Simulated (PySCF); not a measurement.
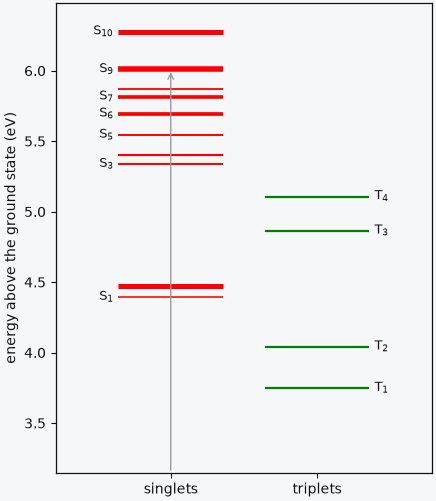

State diagram of C₄H₁₀OP₂Se, SMILES PP1(=[Se])CCOCC1. Vertical TDDFT excitations, CAM-B3LYP/def2-SVPD in PySCF 2.14.0, at a PBE0-D3(BJ)/def2-SVP geometry (no frequency check), gas phase. Triplets in the Tamm-Dancoff approximation; only the lowest 10 singlets and 4 triplets were computed. Thicker singlet lines are brighter; the arrow marks the brightest. S0, at zero, lies below the range drawn.

Q: What is the vertical gap between S1 and T1?

A: 0.65 eV: S1 at 4.39 eV, T1 at 3.75 eV.

Q: What are the energy, strength and character of the state that the arrow marks?

A: S9 at 6.01 eV (206 nm), f = 0.091, mixed, the largest part being HOMO−1 → LUMO+2 (37 %).

Q: How many of the triplet levels drawn lie below S1?

A: 2 of 4 (T1 3.75 eV, T2 4.04 eV, T3 4.86 eV, T4 5.11 eV; S1 4.39 eV).

Note: spin-orbit coupling is left out, and with Se it can shift these levels and split any degenerate set; one conformer of a flexible molecule; core orbitals are frozen in the response.
